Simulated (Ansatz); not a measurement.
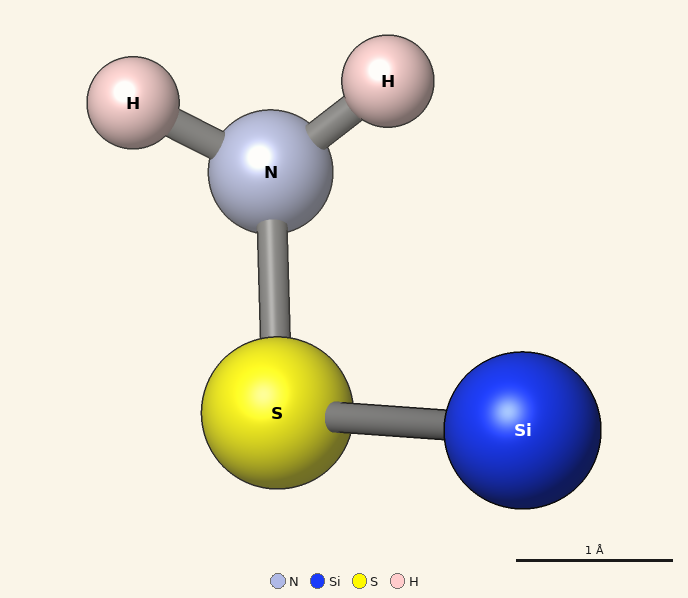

Depth is shown by fading: the farther an atom, the more it takes the colour of the background. State: neutral, doublet. The geometry was computed by an optimisation with PBE0-D4/def2-TZVP. No frequency run is at hand to confirm it as a minimum. Masses are those of the most abundant isotopes; constants are for the rigid equilibrium geometry.

> What kind of rotor is it, and what are its rotational constants in cm⁻¹?

An asymmetric top (C1): A = 0.771, B = 0.152, C = 0.128 cm⁻¹. Ray's parameter κ is −0.93, close to the prolate limit.
